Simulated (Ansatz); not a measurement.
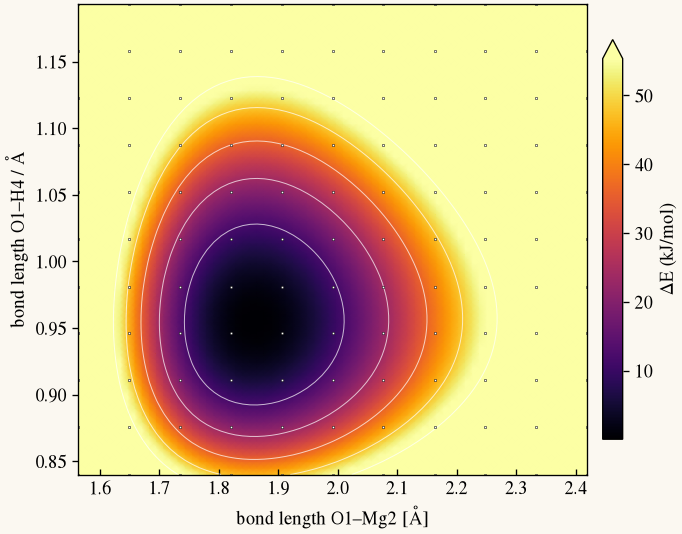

H3MgOSi, SMILES [OH][Mg][SiH2-], charge −1. 
- The first coordinate is: bond length O1–Mg2; the second: bond length O1–H4.
- Nothing is relaxed (all other coordinates rigid).
- Grid: 11 × 11 points.
- Points are written as (first, second).
- Energies are in kJ/mol, from the relaxed molecule at the same level.
- All numbers below come from RKS PBE0-D4/def2-TZVPD (Ansatz 0.2.0).

In the figure: a smooth colour map with a few white contour lines, dots at the grid points, one colour for all values above the top of the scale. Between grid points the surface is interpolated.

Where is the minimum, and how stiff is the well along each coordinate?

Answer. The interpolated minimum is at bond length O1–Mg2 ≈ 1.861 Å, bond length O1–H4 ≈ 0.955 Å. The curvatures there are about 14 eV/Å² and 55 eV/Å², with a cross term of about 0 eV/Å². Round the minimum the two coordinates are nearly uncoupled. (1 eV is 96.5 kJ/mol.)
